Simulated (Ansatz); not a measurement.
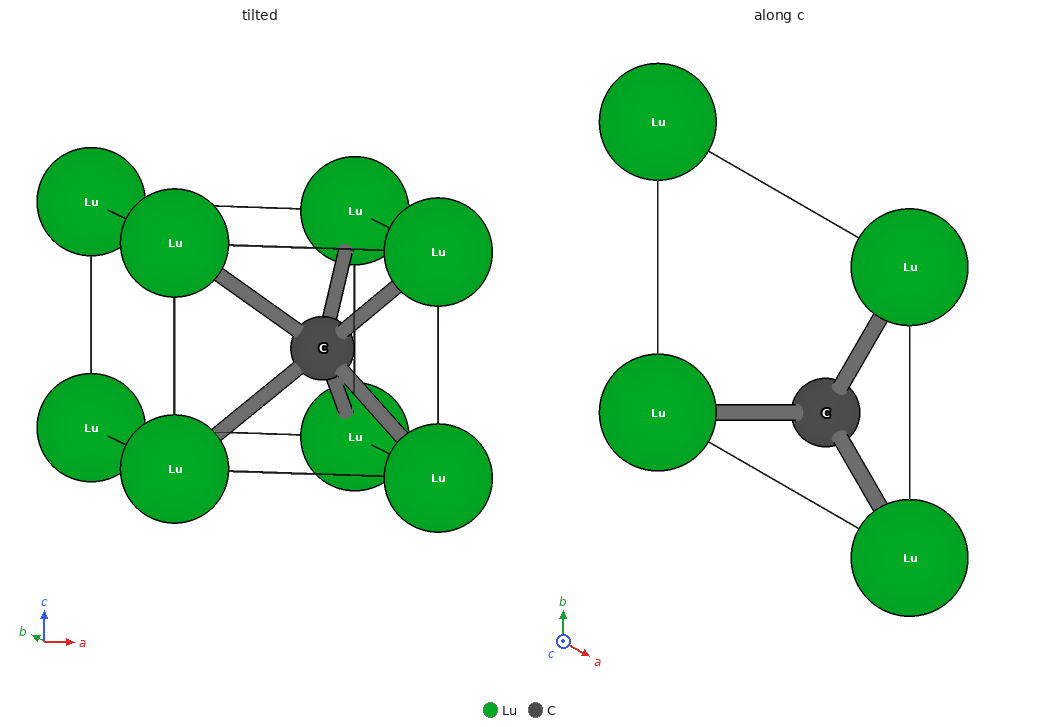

A ball-and-stick picture of a crystal structure, seen slightly off an axis and along the c axis. The wireframe shows the conventional unit cell.

LuC, tungsten carbide (WC) type, space group P-6m2 (No. 187), a = 3.473 Å, b = 3.473 Å, c = 2.950 Å, α = 90.00°, β = 90.00°, γ = 120.00°. The starting point was a structure type filled with these elements by a generator (whether the compound takes this form wasn't checked). Earlier steps of the study, as a rule a relaxation of our own, may have changed the cell and positions, so they can lie some per cent off the listed ones. It went into a calculation with Ansatz.

This one geometry was computed with Ansatz (DFT, plane waves, PAW) at four levels of theory: PBE with spin-orbit coupling, r2SCAN, PBEsol and LDA.

Which level gives the highest pressure at this volume, and what does that say about its equilibrium volume?

Highest: PBE with spin-orbit coupling (-0.5 GPa), which points to the largest equilibrium volume. Lowest, with the smallest volume: LDA (-8.7 GPa). Levels within 0.5 GPa of each other can't be told apart.

How does the band gap change with the level of theory?

All levels give a metal.

Collect the results in a table.

| level | cutoff (eV) | k-mesh of the run's cell | gap (eV) | pressure (GPa) |
| --- | --- | --- | --- | --- |
| PBE with spin-orbit coupling | 420 | 12×12×10 | metal | -0.5 |
| r2SCAN | 500 | 12×12×10 | metal | -1.8 |
| PBEsol | 420 | 12×12×10 | metal | -4.8 |
| LDA | 420 | 12×12×10 | metal | -8.7 |

Gaps are taken on the k-mesh or band path of each run.
